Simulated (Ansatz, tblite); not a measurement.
# In7Sb8 zinc blende ring disc (In₇Sb₈H₂₄+): rung by rung

Aim: run the singlet of In7Sb8 zinc blende ring disc (In₇Sb₈H₂₄+) at one geometry on many levels, and compare frontier levels, spin and run time.

Computed with Ansatz 0.2.0, Gaussian basis. Level: as each input shows.

Plan: GFN1-xTB, GFN2-xTB, PBE-D4/def2-SVP, r2SCAN-D4/def2-SVP, BHLYP-D4/def2-SVP, revPBE-D4/def2-SVP, ωB97X-V/def2-SVP, PBE0-D4/def2-TZVP, PBE-D4/def2-TZVP, MP2/def2-SVP, RPA/def2-SVP.

1 further run of the same task is left out (for a known fault of the program).

### Step 1. The geometry

The singlet was relaxed beforehand with PBE-D4/def2-SVP.

39 atoms, charge 1, spin multiplicity 1.

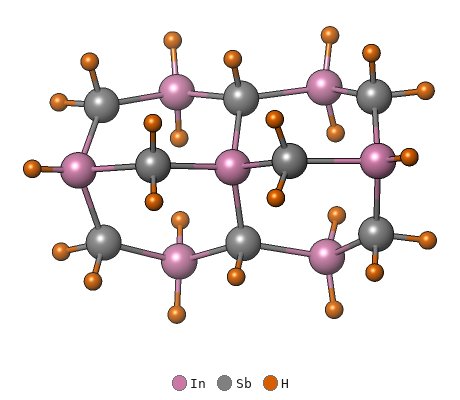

The geometry (indium pink, antimony grey, hydrogen orange).

In, Sb take a core potential in the def2 sets. No spin-orbit coupling is included. The ion is computed in the gas phase, without counter-ions or solvent.

PBE0-D4/def2-SVP was run before; its log isn't repeated, and its numbers join the tables.

### Step 2. GFN1-xTB

Tight binding, by tblite at 300 K electronic temperature and without a spin-polarisation term:

```python
tblite.interface.Calculator('GFN1-xTB', numbers, positions, charge=1, uhf=0).singlepoint()
```

Energy -1186.2507 eV, HOMO -12.08 eV, LUMO -9.92 eV; 0.19 s.

### Step 3. GFN2-xTB

Tight binding, by tblite at 300 K electronic temperature and without a spin-polarisation term:

```python
tblite.interface.Calculator('GFN2-xTB', numbers, positions, charge=1, uhf=0).singlepoint()
```

Energy -1033.9949 eV, HOMO -12.56 eV, LUMO -10.22 eV; 0.21 s.

### Step 4. PBE-D4/def2-SVP

start.molden holds the orbitals of an earlier run on this state, given as this run's starting guess.

in.yaml reads:

```yaml
crystal:
  periodic: [false, false, false]
  atoms:
    - {symbol: In, position_ang: [-3.499237, -3.497639, 1.637384]}
    - {symbol: In, position_ang: [-3.662070, 0.216795, -2.165855]}
    - {symbol: In, position_ang: [0.216427, -3.666390, -2.163764]}
    - {symbol: In, position_ang: [0.000549, -0.000096, 0.926424]}
    - {symbol: In, position_ang: [3.666461, -0.222085, -2.163855]}
    - {symbol: In, position_ang: [-0.219171, 3.667239, -2.162161]}
    - {symbol: In, position_ang: [3.502575, 3.498289, 1.636633]}
    - {symbol: Sb, position_ang: [-1.605633, -4.759166, -0.096505]}
    - {symbol: Sb, position_ang: [-4.757494, -1.604338, -0.098453]}
    - {symbol: Sb, position_ang: [-1.593245, -1.592953, 2.719485]}
    - {symbol: Sb, position_ang: [-1.658564, 1.659005, -0.626389]}
    - {symbol: Sb, position_ang: [1.658794, -1.660928, -0.627125]}
    - {symbol: Sb, position_ang: [1.595237, 1.593754, 2.717370]}
    - {symbol: Sb, position_ang: [4.758556, 1.603795, -0.099490]}
    - {symbol: Sb, position_ang: [1.609455, 4.757106, -0.099652]}
    - {symbol: H, position_ang: [-4.403077, -4.401900, 2.803695]}
    - {symbol: H, position_ang: [-4.978662, 1.306925, -2.424453]}
    - {symbol: H, position_ang: [-2.768584, -0.884492, -3.156892]}
    - {symbol: H, position_ang: [-0.883905, -2.773440, -3.157135]}
    - {symbol: H, position_ang: [1.306863, -4.982705, -2.421916]}
    - {symbol: H, position_ang: [2.773168, 0.881760, -3.152788]}
    - {symbol: H, position_ang: [4.983643, -1.309942, -2.429879]}
    - {symbol: H, position_ang: [-1.308247, 4.984389, -2.423562]}
    - {symbol: H, position_ang: [0.882281, 2.773010, -3.153746]}
    - {symbol: H, position_ang: [4.406416, 4.401134, 2.803994]}
    - {symbol: H, position_ang: [-2.566072, -5.995525, -0.805054]}
    - {symbol: H, position_ang: [-0.770999, -5.809383, 0.976208]}
    - {symbol: H, position_ang: [-5.995065, -2.564095, -0.807014]}
    - {symbol: H, position_ang: [-5.810118, -0.769421, 0.972171]}
    - {symbol: H, position_ang: [-2.323194, -0.518330, 3.842643]}
    - {symbol: H, position_ang: [-0.519855, -2.325247, 3.842147]}
    - {symbol: H, position_ang: [-2.497632, 2.497999, 0.618367]}
    - {symbol: H, position_ang: [2.499275, -2.498374, 0.618277]}
    - {symbol: H, position_ang: [2.326809, 0.519839, 3.840032]}
    - {symbol: H, position_ang: [0.521694, 2.327349, 3.838847]}
    - {symbol: H, position_ang: [5.806522, 0.767234, 0.974275]}
    - {symbol: H, position_ang: [5.998507, 2.560433, -0.806924]}
    - {symbol: H, position_ang: [0.774984, 5.807617, 0.972862]}
    - {symbol: H, position_ang: [2.568209, 5.993977, -0.809300]}
basis:
  gaussian: {orbitals: def2-SVP, fitting: {mean_field: def2-universal-jkfit}, initial_orbitals: start.molden}
total_charge: 1
hamiltonian: {xc: pbe, dispersion: d4}
scf: {omitted_lower_state_checks: [starts]}
output: {orbitals: {seedname: orbitals}}
```

Command:

```sh
> ansatz run in.yaml --threads 2 --pin off --events-out ev --progress --plain --max-ram 32768MiB --backend cuda --devices 0, --max-vram 18GiB
```

Standard output:

```text
Functional definition: PBE
  name "PBE"
  cite "Perdew, Burke & Ernzerhof, Phys. Rev. Lett. 77, 3865 (1996) doi:10.1103/PhysRevLett.77.3865"
  parent pbe
  parameter kappa = 0.804
  parameter beta = 0.06672455060314922
  exchange = pbe_x(kappa = kappa, mu = beta*pi^2/3)
  correlation = pbe_c(beta = beta)
these checks for a lower state are left out or cut short: starts
3702 factors; integrals over basis functions are off by at most 3.5e-1 eV
mean field evaluation 1: about -88903.2984 eV, gradient 1.1e1 eV
mean field evaluation 2: about -88903.8220 eV, gradient 4.5e-1 eV
mean field evaluation 4: about -88903.8230 eV, gradient 1.9e-3 eV
mean field -88903.82302424 eV, -3267.1552349651 hartree, gradient 2.1e-5 eV, S^2 0.000000; 0 other end points of the search recorded, 0 dependent functions left out
reference -88903.82315351 eV, -3267.1552397159 hartree; 177, 177 occupied and 333, 333 virtual orbitals, 3702 factors
Total energy: -88906.18530167 eV, -3267.2420470595 hartree
Checks for a lower state left out: starts
```

Wall time 8.5 s (1 × H100 (card shared with other runs) with 2 threads of AMD EPYC 7R13, shared host); peak host memory 1.1 GiB.

Report: HOMO -8.39 eV, LUMO -5.43 eV.

### Step 5. r2SCAN-D4/def2-SVP

in.yaml: that of step 4 with these lines changed.

```diff
@@ -45,3 +45,3 @@
 total_charge: 1
-hamiltonian: {xc: pbe, dispersion: d4}
+hamiltonian: {xc: r2scan, dispersion: d4}
 scf: {omitted_lower_state_checks: [starts]}
```

The command is unchanged.

Standard output:

```text
Functional definition: r2SCAN
  name "r2SCAN"
  cite "Furness, Kaplan, Ning, Perdew & Sun, J. Phys. Chem. Lett. 11, 8208 (2020) doi:10.1021/acs.jpclett.0c02405"
  cite "Furness, Kaplan, Ning, Perdew & Sun, J. Phys. Chem. Lett. 11, 9248 (2020) doi:10.1021/acs.jpclett.0c03077"
  parent r2scan
  parameter k0 = 0.174
  parameter k1 = 0.065
  parameter a1 = 4.9479
  exchange = r2scan_x(k0 = k0, k1 = k1, a1 = a1)
  correlation = r2scan_c
these checks for a lower state are left out or cut short: starts
3702 factors; integrals over basis functions are off by at most 3.5e-1 eV
mean field evaluation 1: about -88940.0276 eV, gradient 8.6e0 eV
mean field evaluation 2: about -88940.2246 eV, gradient 2.1e-1 eV
mean field evaluation 4: about -88940.2473 eV, gradient 3.3e-4 eV
mean field -88940.24729073 eV, -3268.4938020695 hartree, gradient 1.7e-5 eV, S^2 0.000000; 0 other end points of the search recorded, 0 dependent functions left out
reference -88940.24733046 eV, -3268.4938035294 hartree; 177, 177 occupied and 333, 333 virtual orbitals, 3702 factors
Total energy: -88940.89947564 eV, -3268.5177694229 hartree
Checks for a lower state left out: starts
```

Wall time 7.5 s (1 × H100 (card shared with other runs) with 2 threads of AMD EPYC 7R13, shared host); peak host memory 1.1 GiB.

From the report: HOMO -8.62 eV, LUMO -5.29 eV.

### Step 6. BHLYP-D4/def2-SVP

in.yaml: that of step 5 with these lines changed.

```diff
@@ -45,4 +45,4 @@
 total_charge: 1
-hamiltonian: {xc: r2scan, dispersion: d4}
+hamiltonian: {xc: {name: BHLYP}, dispersion: d4}
 scf: {omitted_lower_state_checks: [starts]}
-output: {orbitals: {seedname: orbitals}}
+output: {forces: true, orbitals: {seedname: orbitals}}
```

Same command.

Standard output (excerpt; [...] marks lines left out):

```text
Functional definition: BHLYP
  name "BHLYP"
  cite "Becke, J. Chem. Phys. 98, 1372 (1993) doi:10.1063/1.464304"
  cite "Becke, Phys. Rev. A 38, 3098 (1988) doi:10.1103/PhysRevA.38.3098"
  cite "Lee, Yang & Parr, Phys. Rev. B 37, 785 (1988) doi:10.1103/PhysRevB.37.785"
[...]
3702 factors; integrals over basis functions are off by at most 3.5e-1 eV
[...]
mean field -88875.35736995 eV, -3266.1091414647 hartree, gradient 1.8e-5 eV, S^2 0.000000; 0 other end points of the search recorded, 0 dependent functions left out
[...]
reference -88875.35788033 eV, -3266.1091602208 hartree; 177, 177 occupied and 333, 333 virtual orbitals, 3702 factors
Total energy: -88879.53242512 eV, -3266.2625719122 hartree
Atom 0 at    -3.499237    -3.497639     1.637384 Å, force     0.010240     0.008507    -0.016639 eV/Å
[...]
Atom 30 at    -0.519855    -2.325247     3.842147 Å, force    -0.252748     0.164396    -0.329893 eV/Å
Atom 31 at    -2.497632     2.497999     0.618367 Å, force     0.195433    -0.200038    -0.302144 eV/Å
Atom 32 at     2.499275    -2.498374     0.618277 Å, force    -0.203160     0.197002    -0.306144 eV/Å
Atom 33 at     2.326809     0.519839     3.840032 Å, force    -0.166483     0.254634    -0.327359 eV/Å
Atom 34 at     0.521694     2.327349     3.838847 Å, force     0.253058    -0.166393    -0.325884 eV/Å
Atom 35 at     5.806522     0.767234     0.974275 Å, force    -0.300368     0.172764    -0.255849 eV/Å
Atom 36 at     5.998507     2.560433    -0.806924 Å, force    -0.336859    -0.236593     0.136867 eV/Å
Atom 37 at     0.774984     5.807617     0.972862 Å, force     0.171360    -0.298612    -0.253798 eV/Å
Atom 38 at     2.568209     5.993977    -0.809300 Å, force    -0.236563    -0.334467     0.137497 eV/Å
Dipole moment:    -0.002551    -0.001617     0.830764 e Å
Checks for a lower state left out: starts
```

Wall time 12 s (1 × H100 (card shared with other runs) with 2 threads of AMD EPYC 7R13, shared host); peak host memory 2.3 GiB.

HOMO -9.98 eV, LUMO -4.02 eV.

### Step 7. revPBE-D4/def2-SVP

in.yaml: that of step 6 with these lines changed.

```diff
@@ -45,4 +45,4 @@
 total_charge: 1
-hamiltonian: {xc: {name: BHLYP}, dispersion: d4}
+hamiltonian: {xc: {name: revPBE}, dispersion: d4}
 scf: {omitted_lower_state_checks: [starts]}
-output: {forces: true, orbitals: {seedname: orbitals}}
+output: {orbitals: {seedname: orbitals}}
```

The command is unchanged.

Standard output:

```text
Functional definition: revPBE
  name "revPBE"
  cite "Zhang & Yang, Phys. Rev. Lett. 80, 890 (1998) doi:10.1103/PhysRevLett.80.890"
  cite "Perdew, Burke & Ernzerhof, Phys. Rev. Lett. 77, 3865 (1996) doi:10.1103/PhysRevLett.77.3865"
  parameter kappa = 1.245
  parameter beta = 0.06672455060314922
  exchange = pbe_x(kappa = kappa, mu = beta*pi^2/3)
  correlation = pbe_c(beta = beta)
these checks for a lower state are left out or cut short: starts
3702 factors; integrals over basis functions are off by at most 3.5e-1 eV
mean field evaluation 1: about -88924.3580 eV, gradient 1.3e1 eV
mean field evaluation 2: about -88924.8175 eV, gradient 4.6e-1 eV
mean field evaluation 4: about -88924.8191 eV, gradient 2.2e-3 eV
mean field -88924.81908657 eV, -3267.9268260242 hartree, gradient 2.5e-5 eV, S^2 0.000000; 0 other end points of the search recorded, 0 dependent functions left out
reference -88924.81924724 eV, -3267.9268319287 hartree; 177, 177 occupied and 333, 333 virtual orbitals, 3702 factors
Total energy: -88928.95600186 eV, -3268.0788548570 hartree
Checks for a lower state left out: starts
```

Run time: 11 s. Hardware: 1 × H100 (card shared with other runs) with 2 threads of AMD EPYC 7R13, shared host; peak host memory 1.1 GiB.

Report: HOMO -8.35 eV, LUMO -5.34 eV.

### Step 8. ωB97X-V/def2-SVP

in.yaml: that of step 7 with these lines changed.

```diff
@@ -45,3 +45,3 @@
 total_charge: 1
-hamiltonian: {xc: {name: revPBE}, dispersion: d4}
+hamiltonian: {xc: {name: wB97X-V}}
 scf: {omitted_lower_state_checks: [starts]}
```

The command is unchanged.

Standard output (excerpt; [...] marks lines left out):

```text
Functional definition: wB97X-V
  name "wB97X-V"
  cite "Mardirossian & Head-Gordon, Phys. Chem. Chem. Phys. 16, 9904 (2014) doi:10.1039/C3CP54374A"
  cite "Becke, J. Chem. Phys. 107, 8554 (1997) doi:10.1063/1.475007"
  cite "Vydrov & Van Voorhis, J. Chem. Phys. 133, 244103 (2010) doi:10.1063/1.3521275"
[...]
      + integral(e_c_pw_opposite_spin*poly(b97_u_opposite, cos0, cos1)) + vv10(b, c)
[...]
3702 factors; integrals over basis functions are off by at most 3.5e-1 eV
3702 factors; integrals over basis functions are off by at most 3.4e-7 eV
[...]
mean field -88898.79158021 eV, -3266.9703328077 hartree, gradient 1.6e-5 eV, S^2 0.000000; 0 other end points of the search recorded, 0 dependent functions left out
reference -88898.79157379 eV, -3266.9703325718 hartree; 177, 177 occupied and 333, 333 virtual orbitals, 3702 factors
Total energy: -88898.79157379 eV, -3266.9703325718 hartree
Checks for a lower state left out: starts
```

It took 24 s on 1 × H100 (card shared with other runs) with 2 threads of AMD EPYC 7R13, shared host; peak host memory 1.4 GiB.

Report: HOMO -11.16 eV, LUMO -3.08 eV.

### Step 9. PBE0-D4/def2-TZVP

in.yaml: that of step 8 with these lines changed.

```diff
@@ -43,5 +43,5 @@
 basis:
-  gaussian: {orbitals: def2-SVP, fitting: {mean_field: def2-universal-jkfit}, initial_orbitals: start.molden}
+  gaussian: {orbitals: def2-TZVP, fitting: {mean_field: def2-universal-jkfit}, initial_orbitals: start.molden}
 total_charge: 1
-hamiltonian: {xc: {name: wB97X-V}}
+hamiltonian: {xc: pbe0, dispersion: d4}
 scf: {omitted_lower_state_checks: [starts]}
```

Launched as before.

Standard output (excerpt; [...] marks lines left out):

```text
Functional definition: PBE0
  name "PBE0"
  cite "Adamo & Barone, J. Chem. Phys. 110, 6158 (1999) doi:10.1063/1.478522"
  cite "Perdew, Burke & Ernzerhof, Phys. Rev. Lett. 77, 3865 (1996) doi:10.1103/PhysRevLett.77.3865"
  parent pbe
[...]
3702 factors; integrals over basis functions are off by at most 6.9e-1 eV
[...]
mean field -88910.71293596 eV, -3267.4084345509 hartree, gradient 2.5e-5 eV, S^2 0.000000; 0 other end points of the search recorded, 0 dependent functions left out
reference -88910.71305353 eV, -3267.4084388715 hartree; 177, 177 occupied and 717, 717 virtual orbitals, 3702 factors
Total energy: -88912.89759875 eV, -3267.4887194275 hartree
Checks for a lower state left out: starts
```

Run time: 16 s. Hardware: 1 × H100 (card shared with other runs) with 2 threads of AMD EPYC 7R13, shared host; peak host memory 1.2 GiB.

Report: HOMO -9.27 eV, LUMO -4.83 eV.

### Step 10. PBE-D4/def2-TZVP

in.yaml: that of step 9 with these lines changed.

```diff
@@ -45,3 +45,3 @@
 total_charge: 1
-hamiltonian: {xc: pbe0, dispersion: d4}
+hamiltonian: {xc: pbe, dispersion: d4}
 scf: {omitted_lower_state_checks: [starts]}
```

The command is unchanged.

Standard output:

```text
Functional definition: PBE
  name "PBE"
  cite "Perdew, Burke & Ernzerhof, Phys. Rev. Lett. 77, 3865 (1996) doi:10.1103/PhysRevLett.77.3865"
  parent pbe
  parameter kappa = 0.804
  parameter beta = 0.06672455060314922
  exchange = pbe_x(kappa = kappa, mu = beta*pi^2/3)
  correlation = pbe_c(beta = beta)
these checks for a lower state are left out or cut short: starts
3702 factors; integrals over basis functions are off by at most 6.9e-1 eV
mean field evaluation 1: about -88904.7206 eV, gradient 6.3e1 eV
mean field evaluation 2: about -88907.3392 eV, gradient 3.0e0 eV
mean field evaluation 4: about -88907.3913 eV, gradient 8.5e-2 eV
mean field evaluation 8: about -88907.3913 eV, gradient 1.6e-5 eV
mean field -88907.39134642 eV, -3267.2863683866 hartree, gradient 1.6e-5 eV, S^2 0.000000; 0 other end points of the search recorded, 0 dependent functions left out
reference -88907.39150572 eV, -3267.2863742407 hartree; 177, 177 occupied and 717, 717 virtual orbitals, 3702 factors
Total energy: -88909.75365387 eV, -3267.3731815842 hartree
Checks for a lower state left out: starts
```

It took 9.5 s on 1 × H100 (card shared with other runs) with 2 threads of AMD EPYC 7R13, shared host; peak host memory 1.2 GiB.

From the report: HOMO -8.43 eV, LUMO -5.50 eV.

### Step 11. MP2/def2-SVP

in.yaml: that of step 10 with these lines changed.

```diff
@@ -43,5 +43,5 @@
 basis:
-  gaussian: {orbitals: def2-TZVP, fitting: {mean_field: def2-universal-jkfit}, initial_orbitals: start.molden}
+  gaussian: {orbitals: def2-SVP, initial_orbitals: start.molden}
 total_charge: 1
-hamiltonian: {xc: pbe, dispersion: d4}
+correlation: {method: mp2}
 scf: {omitted_lower_state_checks: [starts]}
```

Same command.

Standard output:

```text
Functional definition: HF
  name "HF"
  cite "Fock, Z. Phys. 61, 126 (1930) doi:10.1007/BF01340294"
  parent pbe
  exchange = exact_x
  correlation = 0
these checks for a lower state are left out or cut short: starts
6269 factors; integrals over basis functions are off by at most 4.9e-4 eV
mean field evaluation 1: about -88497.3001 eV, gradient 3.1e1 eV
mean field evaluation 2: about -88501.2618 eV, gradient 2.7e0 eV
mean field evaluation 4: about -88501.3929 eV, gradient 4.7e-1 eV
mean field evaluation 8: about -88501.3931 eV, gradient 1.5e-5 eV
mean field -88501.39309380 eV, -3252.3662077983 hartree, gradient 1.6e-6 eV, S^2 0.000000; 0 other end points of the search recorded, 0 dependent functions left out
60 core orbitals not correlated: weight in the atoms' cores, before any rotation towards them, 1.000 or more for the frozen orbitals, at most 0.000 for the correlated occupied ones
reference -88501.39309380 eV, -3252.3662077983 hartree; 117, 117 occupied and 333, 333 virtual orbitals, 6269 factors
second order -45.60508512 eV of doubles, -0.00000000 eV of singles
Total energy: -88546.99817892 eV, -3254.0421637642 hartree
Checks for a lower state left out: starts
```

Run time: 22 s. Hardware: 1 × H100 (card shared with other runs) with 2 threads of AMD EPYC 7R13, shared host; peak host memory 1.5 GiB.

Hartree-Fock HOMO -11.15 eV, LUMO -1.86 eV.

### Step 12. RPA/def2-SVP

in.yaml: that of step 11 with these lines changed.

```diff
@@ -45,4 +45,4 @@
 total_charge: 1
-correlation: {method: mp2}
+hamiltonian: {xc: pbe}
+correlation: {method: rpa}
 scf: {omitted_lower_state_checks: [starts]}
-output: {orbitals: {seedname: orbitals}}
```

The command is unchanged.

Standard output (excerpt; [...] marks lines left out):

```text
Functional definition: PBE
  name "PBE"
  cite "Perdew, Burke & Ernzerhof, Phys. Rev. Lett. 77, 3865 (1996) doi:10.1103/PhysRevLett.77.3865"
  parent pbe
[...]
6269 factors; integrals over basis functions are off by at most 4.9e-4 eV
[...]
mean field -88903.80443039 eV, -3267.1545516538 hartree, gradient 2.1e-6 eV, S^2 0.000000; 0 other end points of the search recorded, 0 dependent functions left out
60 core orbitals not correlated: weight in the atoms' cores, before any rotation towards them, 1.000 or more for the frozen orbitals, at most 0.000 for the correlated occupied ones
reference -88493.78986838 eV, -3252.0867944178 hartree; 117, 117 occupied and 333, 333 virtual orbitals, 6269 factors
Total energy: -88577.29368927 eV, -3255.1555032347 hartree
Checks for a lower state left out: starts
```

Run time: 23 s. Hardware: 1 × H100 (card shared with other runs) with 2 threads of AMD EPYC 7R13, shared host; peak host memory 3.6 GiB.

### Step 13. Comparison

| level | functions | HOMO (eV) | LUMO (eV) | gap (eV) | time |
| --- | --- | --- | --- | --- | --- |
| PBE-D4/def2-SVP | 510 | -8.39 | -5.43 | 2.97 | 8.5 s |
| PBE-D4/def2-TZVP | 894 | -8.43 | -5.50 | 2.94 | 9.5 s |
| revPBE-D4/def2-SVP | 510 | -8.35 | -5.34 | 3.00 | 11 s |
| r2SCAN-D4/def2-SVP | 510 | -8.62 | -5.29 | 3.33 | 7.5 s |
| PBE0-D4/def2-SVP | 510 | -9.26 | -4.79 | 4.47 | 9 s |
| PBE0-D4/def2-TZVP | 894 | -9.27 | -4.83 | 4.44 | 16 s |
| BHLYP-D4/def2-SVP | 510 | -9.98 | -4.02 | 5.96 | 12 s |
| ωB97X-V/def2-SVP | 510 | -11.16 | -3.08 | 8.07 | 24 s |

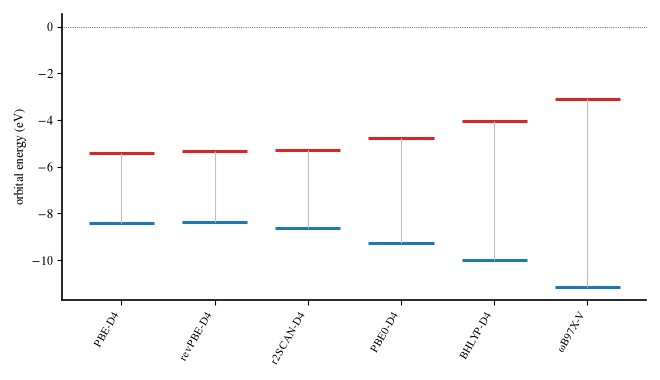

Highest filled (blue) and lowest empty (red) level in def2-SVP.

Energy pieces by basis (eV):

| basis | HF | MP2 correlation | total |
| --- | --- | --- | --- |
| def2-SVP | -88501.3931 | -45.6051 | -88546.9982 (MP2) |

### Step 14. Summary of results

```
                                                quantity                                value
gap in def2-SVP, named functionals, smallest and largest  2.97 eV (PBE-D4), 8.07 eV (ωB97X-V)
                        correlation energy, MP2/def2-SVP                            -45.61 eV
         PBE0 total energy, smallest basis above largest        3.13 eV (def2-SVP, def2-TZVP)
```

What this shows: Orbital gaps of the named functionals in def2-SVP span 2.97 eV (PBE-D4) to 8.07 eV (ωB97X-V); exact exchange widens it.

The slowest run with a step of its own, ωB97X-V/def2-SVP, took 24 s; the quickest functional in def2-SVP took 7.5 s (shared host).
